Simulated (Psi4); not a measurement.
**MP3/def2-TZVPP run of BHO2 (oxoborinic acid)**

Aim: the vertical ionisation energy of BHO2 (oxoborinic acid) at MP3/def2-TZVPP, from 2 runs. 

The results are computed with Psi4 1.11.

### Step 1. The system as given

BHO2: 4 atoms, total charge 0, spin state singlet. SMILES: `O=BO`. Geometry: relaxed at PBE0-D4/def2-TZVP.

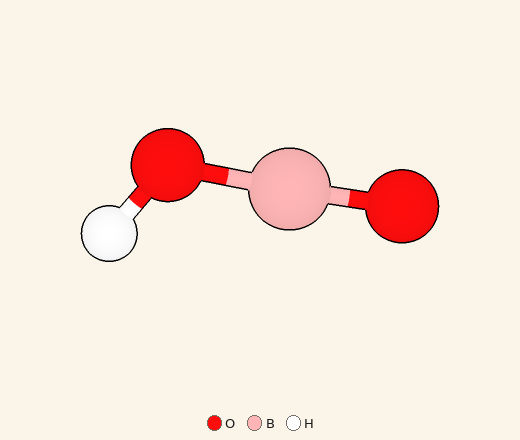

The structure, seen from a chosen angle (oxygen red, boron pink, hydrogen white).

### Step 2. The energy at MP3/def2-TZVPP

Input file input.json:

```json
{
 "schema_name": "qcschema_input",
 "schema_version": 1,
 "molecule": {
  "schema_name": "qcschema_molecule",
  "schema_version": 2,
  "symbols": ["O", "B", "O", "H"],
  "geometry": [-2.9387131, 0.98927163, 0.80974764, -0.8010549, 0.24944385, 0.46978591, 1.54333933, -0.57069729, 0.20522426, 2.19642867, -0.66801819, -1.48475782],
  "molecular_charge": 0,
  "molecular_multiplicity": 1,
  "fix_symmetry": "c1",
  "fix_com": true,
  "fix_orientation": true
 },
 "driver": "energy",
 "model": {
  "method": "mp3",
  "basis": "def2-TZVPP"
 },
 "keywords": {
  "puream": true,
  "e_convergence": 1e-09,
  "d_convergence": 1e-08,
  "scf_type": "pk",
  "num_frozen_docc": 3
 }
}
```

Started as:

```sh
$ psi4 --qcschema input.json -n 1 --memory 1600MB
```

stdout:

```text
[...]
                   'protocols': {'error_correction': {'default_policy': True, 'policies': None},
                                 'native_files': 'none',
[...]
  Running in c1 symmetry.
[...]
  Nuclear repulsion =   54.005576512366055
[...]
  Multiplicity = 1
[...]
  Nalpha       = 11
  Nbeta        = 11
[...]
    Number of basis functions: 107
[...]
   @RHF iter   1:  -175.00010630914844   -1.04047e+00   6.17760e-03 DIIS/ADIIS
[...]
   @RHF iter  12:  -175.16092933257818   -6.53699e-12   4.16703e-09 DIIS
[...]
    Orbital Energies [Eh]
    ---------------------
    Doubly Occupied:
       1A    -20.640047     2A    -20.536516     3A     -7.670205
       4A     -1.439953     5A     -1.310195     6A     -0.821938
       7A     -0.662157     8A     -0.625173     9A     -0.608433
      10A     -0.497671    11A     -0.491757
[...]
  @RHF Final Energy:  -175.16092933257818
   => Energetics <=
    Nuclear Repulsion Energy =             54.0055765123660549
    One-Electron Energy =                -347.7249224356479544
    Two-Electron Energy =                 118.5584165907037146
    Total Energy =                       -175.1609293325781778
[...]
 Multipole Moments:
 ------------------------------------------------------------------------------------
     Multipole            Electronic (a.u.)      Nuclear  (a.u.)        Total (a.u.)
 ------------------------------------------------------------------------------------
 L = 1.  Multiply by 2.5417464519 to convert [e a0] to [Debye]
 Dipole X            :         14.3346074          -12.9718360            1.3627714
 Dipole Y            :         -4.3482387            3.9277958           -0.4204429
 Dipole Z            :         -9.8317031            8.9839469           -0.8477562
 Magnitude           :                                                    1.6590988
[...]
	DF-MP2 Total Energy (a.u.)         :  -175.71867321810569
[...]
	DF-MP3 Total Energy (a.u.)         :  -175.71313316734566
[...]
```

The result, in JSON:

```text
{
 "driver": "energy",
 "model": {
  "method": "mp3",
  "basis": "def2-TZVPP"
 },
 "success": true,
 "return_result": -175.71313316734566,
 "properties": {
  "calcinfo_nbasis": 107,
  "calcinfo_nmo": 107,
  "calcinfo_nalpha": 11,
  "calcinfo_nbeta": 11,
  "calcinfo_natom": 4,
  "nuclear_repulsion_energy": 54.005576512366055,
  "return_energy": -175.71313316734566,
  "scf_one_electron_energy": -347.72492243564795,
  "scf_two_electron_energy": 118.55841659070371,
  "scf_dipole_moment": [1.3627714062761118, -0.42044291233832, -0.8477561860774703],
  "scf_total_energy": -175.16092933257818,
  "scf_iterations": 12,
  "mp2_singles_energy": 0.0,
  "mp2_doubles_energy": -0.5577438855275147,
  "mp2_correlation_energy": -0.5577438855275147,
  "mp2_total_energy": -175.7186732181057
 }
}
```

Wall time 11 s (1 thread of Intel Xeon Platinum 8175M at 2.50GHz (Skylake/Cascade Lake), shared host); peak memory 0.44 GiB.

### Step 3. The doublet cation, same level

Input file calc.in:

```
memory 1600 mb

molecule {
  1 2
  O     -1.555100     0.523500     0.428500
  B     -0.423900     0.132000     0.248600
  O      0.816700    -0.302000     0.108600
  H      1.162300    -0.353500    -0.785700
  symmetry c1
  no_reorient
  no_com
}

set globals {
  basis def2-TZVPP
  reference uhf
  puream true
  e_convergence 1e-09
  d_convergence 1e-08
  scf_type pk
  num_frozen_docc 3
  maxiter 200
}

e_tot, wfn = energy("mp3", return_wfn=True)
```

Started as:

```sh
$ psi4 -i calc.in -o calc.out -n 1
```

calc.out:

```text
[...]
  Running in c1 symmetry.
[...]
  Nuclear repulsion =   54.005576575383920
[...]
  Multiplicity = 2
[...]
  Nalpha       = 11
  Nbeta        = 10
[...]
    Number of basis functions: 107
[...]
   @UHF iter   1:  -174.62562556096407   -6.65985e-01   3.95210e-03 DIIS/ADIIS
[...]
   @UHF iter  17:  -174.76588531846465   -5.20117e-12   5.52455e-09 DIIS
[...]
   @S^2 Observed:                7.598840403E-01
[...]
    Orbital Energies [Eh]
    ---------------------
    Alpha Occupied:
       1A    -21.000931     2A    -20.923490     3A     -8.050235
       4A     -1.805902     5A     -1.713096     6A     -1.092876
       7A     -1.048634     8A     -1.047607     9A     -0.966488
      10A     -0.903953    11A     -0.876063
    Alpha Virtual:
      12A     -0.148373    13A     -0.103492    14A     -0.101398
      15A     -0.047371    16A      0.007561    17A      0.013548
      18A      0.054654    19A      0.101434    20A      0.227316
      21A      0.237330    22A      0.280651    23A      0.313243
      24A      0.314988    25A      0.377222    26A      0.421273
[...]
  @UHF Final Energy:  -174.76588531846465
   => Energetics <=
    Nuclear Repulsion Energy =             54.0055765753839196
    One-Electron Energy =                -340.0512356148531126
    Two-Electron Energy =                 111.2797737210045170
    Total Energy =                       -174.7658853184646546
  UHF NO Occupations:
  HONO-2 :    9  A 1.9984211
  HONO-1 :   10  A 1.9979392
[...]
 Multipole Moments:
 ------------------------------------------------------------------------------------
     Multipole            Electronic (a.u.)      Nuclear  (a.u.)        Total (a.u.)
 ------------------------------------------------------------------------------------
 L = 1.  Multiply by 2.5417464519 to convert [e a0] to [Debye]
 Dipole X            :         12.6245649          -12.9718360           -0.3472711
 Dipole Y            :         -3.7808137            3.9277958            0.1469821
 Dipole Z            :         -9.2590836            8.9839470           -0.2751366
 Magnitude           :                                                    0.4667988
[...]
	DF-SCS-MP2 Total Energy (a.u.)     :  -175.24042458339088
	DF-SOS-MP2 Total Energy (a.u.)     :  -175.23602074797191
	DF-SCS(N)-MP2 Total Energy (a.u.)  :  -174.98008488238432
[...]
	DF-MP2 Total Energy (a.u.)         :  -175.24923225422879
[...]
	DF-MP3 Total Energy (a.u.)         :  -175.25995349384519
[...]
```

It took 16 s on 1 thread of Intel Xeon Platinum 8175M at 2.50GHz (Skylake/Cascade Lake), shared host; peak memory 0.44 GiB.

### Step 4. Results

At MP3/def2-TZVPP, 3 core orbitals frozen:

| quantity | value |
| --- | --- |
| singlet BHO2: total energy | -175.71313 Eh |
| singlet BHO2: HOMO energy (Hartree–Fock orbitals) | -13.38 eV |
| singlet BHO2: LUMO energy (Hartree–Fock orbitals) | 2.02 eV |
| singlet BHO2: HOMO–LUMO gap (Hartree–Fock orbitals) | 15.40 eV |
| singlet BHO2: correlation energy (3 core orbitals frozen) | -552.2 mEh |
| doublet cation: total energy | -175.25995 Eh |
| doublet cation: HOMO energy (Hartree–Fock orbitals) (highest over α and β) | -23.27 eV |
| doublet cation: LUMO energy (Hartree–Fock orbitals) (lowest over α and β) | -8.96 eV |
| doublet cation: correlation energy (3 core orbitals frozen) | -494.1 mEh |
| doublet cation: ⟨S²⟩ of the reference determinant | 0.760 |
| vertical ionisation energy (to the doublet cation) | 12.332 eV |

What this shows: Removing an electron at fixed nuclei costs 12.33 eV (1190 kJ/mol).
